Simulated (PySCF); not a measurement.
## Electronic structure of C₃H₇GaO (SMILES C=[CH][GaH][O]C) in real space

```xyz
12

C     2.9399   -0.0105   -0.0848
C     1.7294    0.5237   -0.0241
Ga    0.1498   -0.7169    0.0762
O    -1.4171   -0.0470    0.1571
C    -2.7848    0.2887    0.2489
H     3.0736   -1.0867   -0.0829
H     3.8469    0.5775   -0.1382
H     1.5942    1.6029   -0.0258
H     0.3061   -2.2785    0.0905
H    -2.8958    1.2091    0.8275
H    -3.3454   -0.5095    0.7401
H    -3.1956    0.4464   -0.7515
```

Geometry: GFN2-xTB.

Theory: wB97X-D/def2-SVPD, SCF density, gas phase in PySCF.

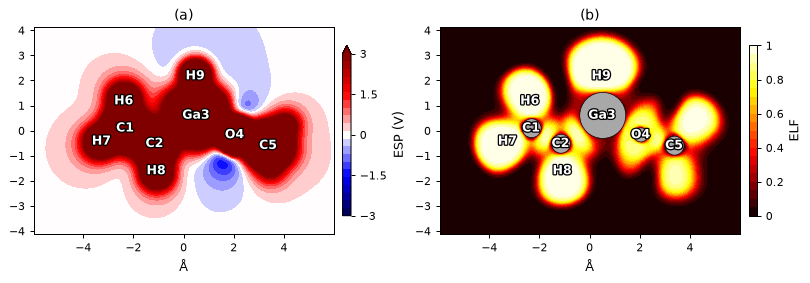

Figure 1. (a) molecular electrostatic potential; (b) electron localisation function on the plane of atoms C2, Ga3 and O4. Grey discs cover the atomic cores in the ELF map.

> What do the fields say about this system?

Atoms in the plane: C, Ga, O and H.
C–C (1.32 Å): the ELF peaks at about 0.90 between the atoms; a short, multiple covalent bond.
C–O (1.41 Å): the ELF peaks at about 0.90 between the atoms: a polar covalent bond.
Ga–O (1.71 Å): the ELF peaks at about 0.80 in the valence shell of O, 0.6 Å from its nucleus, and is about 0.15 at the midpoint.
C–Ga (2.01 Å): the ELF peaks at about 0.95 in the valence shell of C, 0.7 Å from its nucleus, and is about 0.60 at the midpoint.
C–H (1.08 Å): the ELF climbs to about 1 towards the hydrogen, as it does in any bond to H: an ordinary covalent bond to hydrogen.
The ELF also peaks beside O4, away from the bonds: lone-pair regions.
Outside the dense part of the molecule the potential is most negative (−1.5 V) near O4.

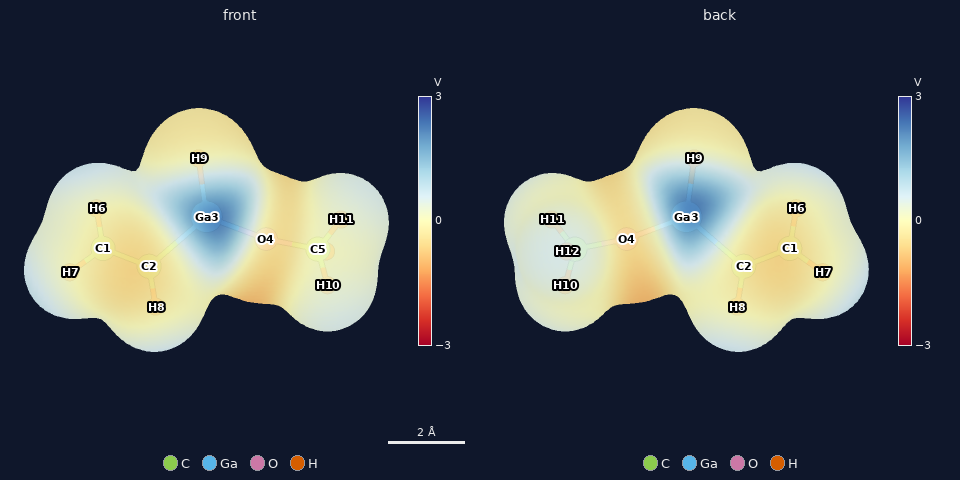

Figure 2. The molecular electrostatic potential painted on the density surface at 0.002 e/bohr³, seen from the front and from behind; the colour scale runs from red (negative) to blue (positive).

> Where is the surface potential most negative and most positive?

The most negative region (about −0.9 V) lies over O4, the most positive (about +2.2 V) over Ga3.

> What dipole moment does the calculation give?

Its dipole moment is 0.32 D.
